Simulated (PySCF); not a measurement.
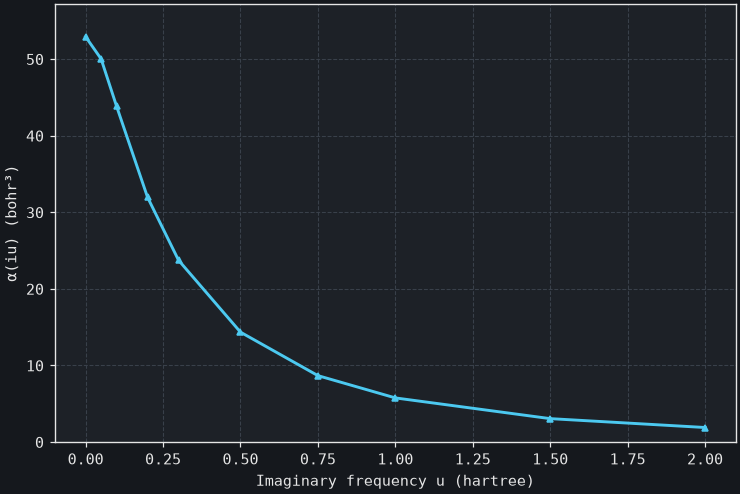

Dipole polarisability at imaginary frequency of Br⁻ ([Kr]). Coupled response at the PBE0 level; PySCF, aug-cc-pVQZ-PP plus 1 diffuse shell for each l with a 10-electron core potential, unrestricted single determinants, no spin-orbit coupling.

**Describe the response.**

The static dipole polarisability is 52.9 bohr³; α(iu) falls to half of it near u = 0.26 hartree. The Casimir–Polder integral gives C₆ = 567 hartree bohr⁶ for two such species.
